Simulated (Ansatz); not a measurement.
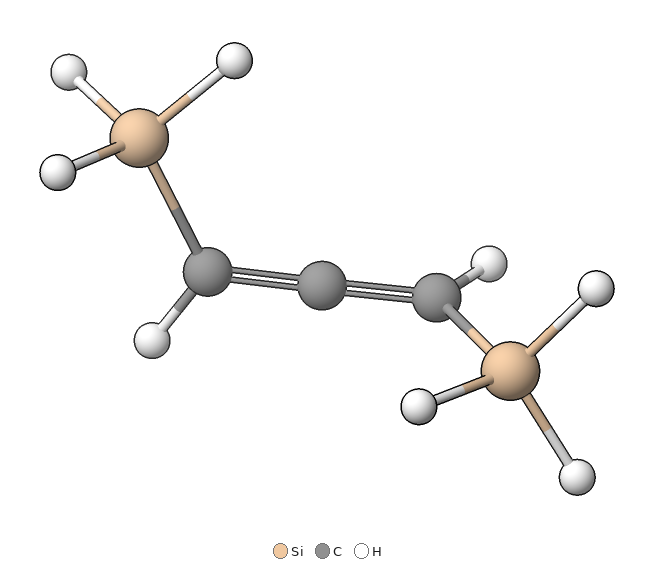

The picture shows a molecular structure as a ball-and-stick model.

Computed geometry: PBE0-D4/def2-TZVP optimisation. No frequency run is at hand to confirm it as a minimum.

> What is the molecular formula?

C₃H₈Si₂, 13 atoms: 3 carbon, 8 hydrogen and 2 silicon.

> Which point group does it belong to?

C2.

> Give a SMILES string for it.

[SiH3]C=C=C[SiH3]

The parts below concern this one geometry. Atoms keep their numbers from picture to picture.

**Geometry**

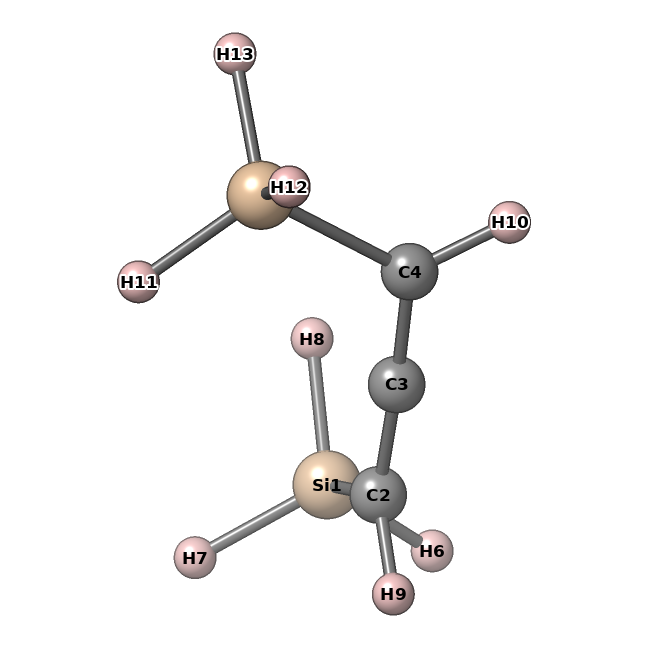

Si1 lies behind C2. The molecule seen a little off the C2–Si1 bond, C2 in front. Distant atoms are faded towards the background colour. No frequency run is at hand to confirm it as a minimum.

> What is the torsion angle C3–C2–Si1–H6? The sign is positive where the front bond must turn clockwise to cover the back bond.

120°, anticlinal.

**Levels of theory compared**

No frequency run is at hand to confirm it as a minimum. Program: Ansatz 0.2.0.

Compare HOMO energy (eV) at these levels: B3LYP-D4/def2-TZVPP; PBE-D4/def2-TZVPP; PBE0-D4/def2-TZVPP; r2SCAN-D4/def2-TZVPP; ωB97M-V/def2-TZVPP; ωB97X-V/def2-TZVPP.

```tsv
level	HOMO energy (eV)
B3LYP-D4/def2-TZVPP	−7.43
PBE-D4/def2-TZVPP	−6.53
PBE0-D4/def2-TZVPP	−7.65
r2SCAN-D4/def2-TZVPP	−6.74
ωB97M-V/def2-TZVPP	−9.80
ωB97X-V/def2-TZVPP	−9.92
```

**Dipole moment**

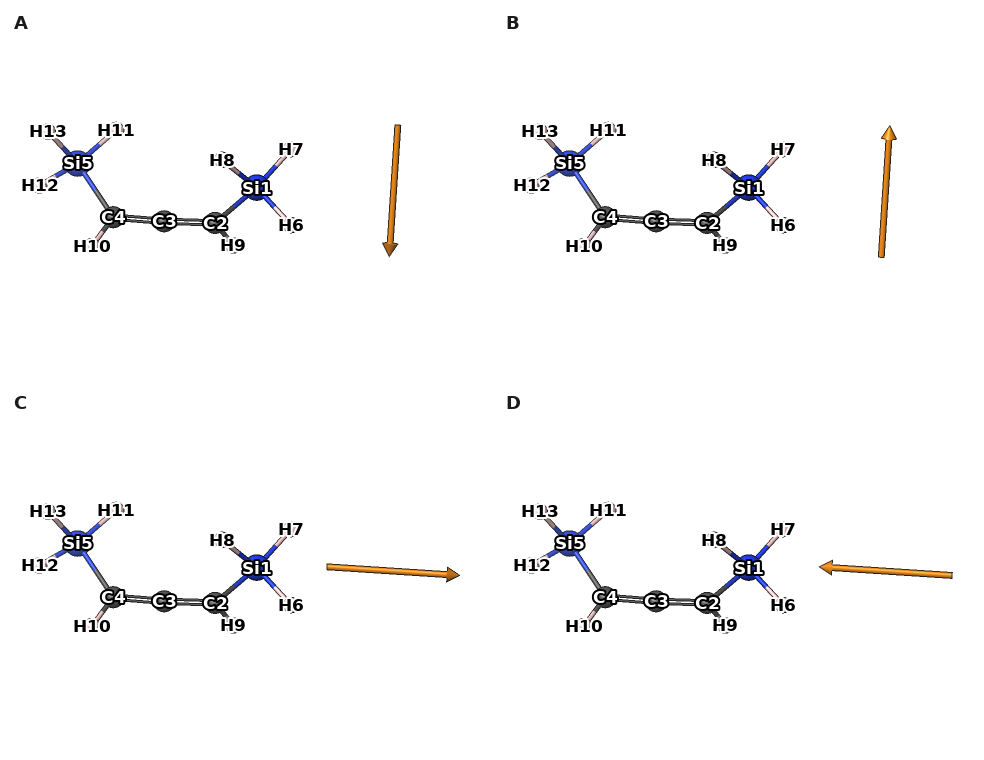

The same molecule four times, each with an arrow. No frequency run is at hand to confirm it as a minimum. Properties computed with RKS PBE-D4/def2-TZVPP (Ansatz 0.2.0).

> Which arrow points along the dipole moment, from the negative to the positive end?

A. The dipole moment is 0.58 D; it points from the side of H7, H8, H11, H13 to the side of H9, H10 (the outermost atoms at the two ends).

**Charges**

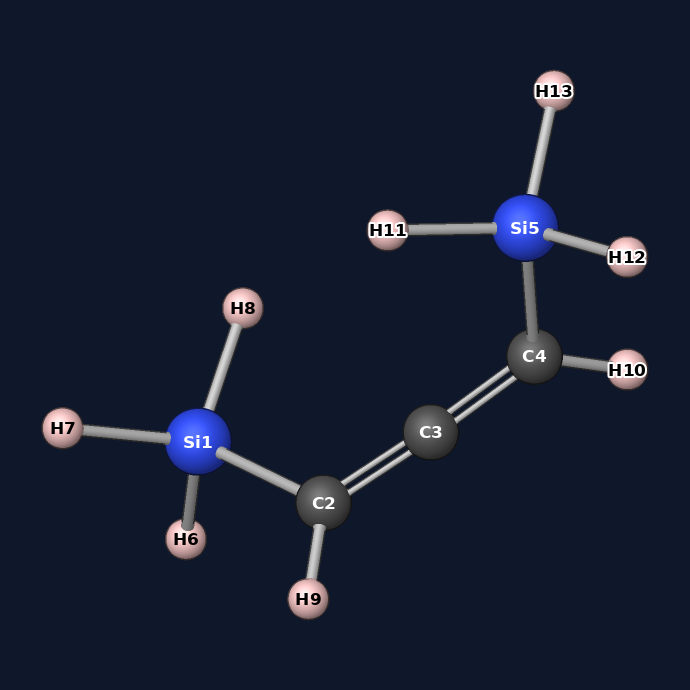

The questions are on Mulliken charges. No frequency run is at hand to confirm it as a minimum. Properties computed with RKS ωB97M-V/def2-TZVPP (Ansatz 0.2.0).

> Which atom carries the highest charge (most positive or least negative)?

Si1, Si5 (0.22 e).

> And the lowest?

C2, C4 (−0.27 e).

List the Mulliken charges.

```tsv
atom	value (e)
Si1	0.22
C2	−0.27
C3	0.03
C4	−0.27
Si5	0.22
H6	−0.03
H7	−0.03
H8	−0.02
H9	0.12
H10	0.12
H11	−0.02
H12	−0.03
H13	−0.03
```

Mulliken values depend strongly on the basis set and can even reverse the polarity of a bond.
